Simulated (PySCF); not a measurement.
```xyz
18

C     2.7486    1.0909   -0.3445
N     1.7200    0.2498   -0.9115
Si    0.7104   -0.7117    0.0789
O    -0.2939   -1.4913   -0.9347
Si   -1.9128   -1.5540   -0.9050
O    -2.4766   -0.5606    0.2463
Si   -1.7136    0.3660    1.3421
O    -2.2417    1.8866    1.2901
O    -0.1177    0.2979    1.0438
H     3.0226    1.8753   -1.0518
H     3.6498    0.5277   -0.0796
H     2.3537    1.5477    0.5590
H     2.0105   -0.1620   -1.7857
H     1.2903   -1.7270    0.9543
H    -2.3740   -1.0249   -2.1792
H    -2.2820   -2.9067   -0.5205
H    -1.9915   -0.1314    2.6683
H    -2.1108    2.4338    0.5181
```

Geometry: GFN2-xTB.

All numbers below come from PBE0/pcSseg-1, SCF density, gas phase, non-relativistic in PySCF 2.14.0.

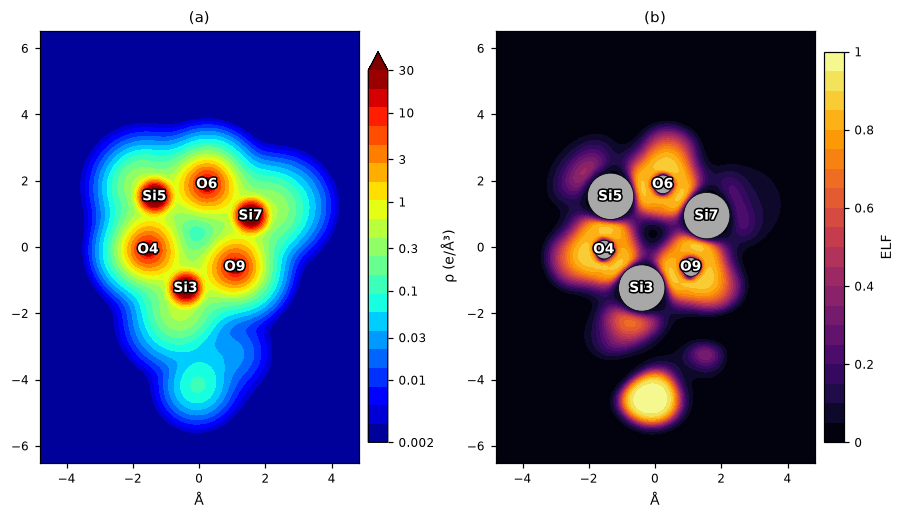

CH$_{9}$NO$_{4}$Si$_{3}$. (a) total electron density; (b) electron localisation function on the plane of atoms O4, Si5 and O6. Grey discs cover the atomic cores in the ELF map.

### Describe what can be read from this map.

The plane passes through Si and O nuclei. Si–O (1.63 Å): the density is about 1.2 e/Å³ at the midpoint; the ELF peaks at about 0.85 between the atoms: a polar covalent bond. The ELF also peaks beside O9, O4 and O6, away from the bonds: lone-pair regions.
